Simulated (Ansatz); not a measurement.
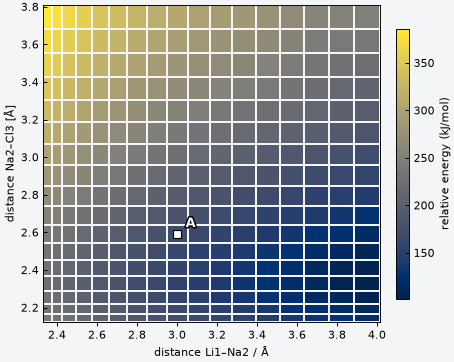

The system Li⁺ + NaCl. First axis: distance Li1–Na2. Second axis: distance Na2–Cl3. Nothing is relaxed (the angle Li1–Na2–Cl3 is fixed at 180 degrees). The grid has 17 × 17 points. Points are written as (first, second). All energies are given in kJ/mol relative to Li with charge +1 far from the relaxed NaCl (each part in its own basis). The D4 coefficients can switch as the alkali atoms part, which puts small steps into the map. Level of theory: RKS PBE0-D4/def2-SVPD (Ansatz 0.2.0).

Drawn: one coloured cell a grid point, the point A.

Which way does the force act at A, and how strong is it?

A, at (3.002 Å, 2.591 Å), is not a stationary point. The computed force is 76 kJ/mol for each Å towards larger values of distance Li1–Na2 and 107 kJ/mol for each Å towards smaller values of distance Na2–Cl3.
